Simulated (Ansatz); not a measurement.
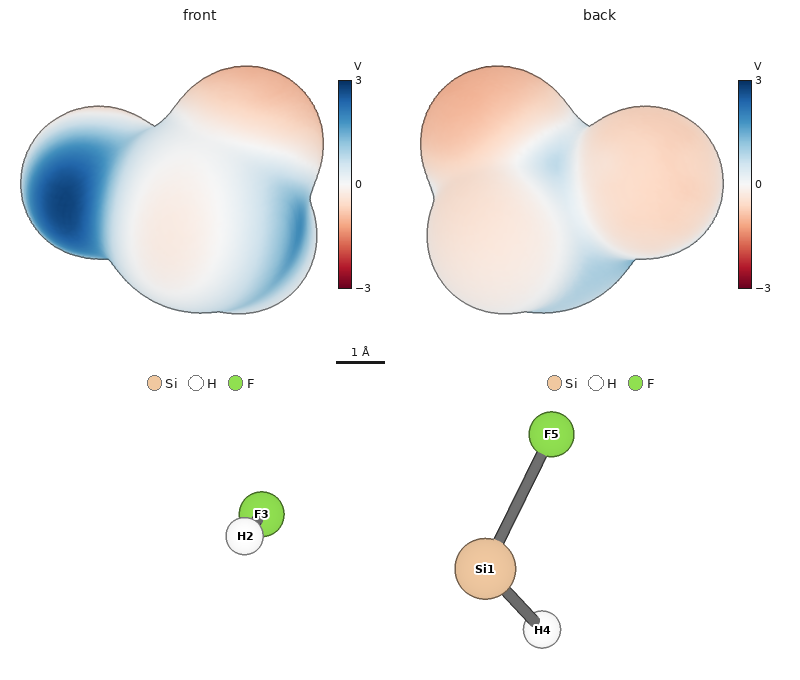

The picture shows: FHSi···HF. The electrostatic potential painted on the density surface at 0.001 e/bohr³, seen from the front and from behind; red is negative and blue positive. The bare structure is drawn below in the same view.

The calculation used Ansatz, RKS PBE0-D4/def2-SVP.

Input file:

```
crystal:
  periodic: [false, false, false]
  atoms:
    - { symbol: Si, position_ang: [0.0, 0.0, 0.0] }
    - { symbol: H, position_ang: [0.8854, 0.0, 1.4041] }
    - { symbol: F, position_ang: [1.7331, 0.0, 0.448] }
    - { symbol: H, position_ang: [-0.6877, 1.1914, -0.4862] }
    - { symbol: F, position_ang: [-0.7489, -1.2974, -0.5295] }
basis:
  gaussian: { orbitals: def2-SVP }
hamiltonian:
  xc: pbe0
  dispersion: d4
relax:
  f_tol: 0.15
  max_steps: 25
  restrain:
    - { distance: [1, 2], at: 0.92, k: 30.0 }
    - { distance: [0, 1], at: 2.66, k: 30.0 }
    - { distance: [0, 2], at: 2.79, k: 30.0 }
output:
  orbitals: {}
```

Command:

```sh
ansatz run input.yaml --threads 1 --pin off --max-ram 2048MiB --backend cpu --events-out ev --progress --plain --runs-dir out
```

The fields are those of the relaxed geometry.

Describe the electrostatic potential map.

The most negative region (about −1.0 V) lies over F5, the most positive (about +2.7 V) over H2.
